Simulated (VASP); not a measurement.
Band structure of Al2O3 (space group Pnnm). These are r2SCAN meta-GGA, VASP's PBE PAW potentials (set 64) (plane waves; VASP 6.6.1) values and carry that method's errors.

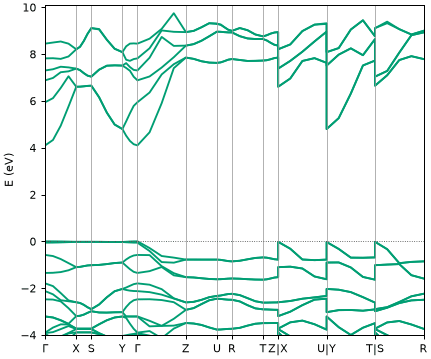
Bands along high-symmetry lines, zero at the valence-band maximum or, without a gap, the Fermi level

Problem. Read the plot: is there a gap, and where are the band edges?

Solution. The gap is direct, 4.10 eV, from the valence maximum at Γ to the conduction minimum at Γ.

The structure comes from a computed database's Al2O3 entry (Pnnm); how it stands against other phases isn't given here. It was relaxed first.
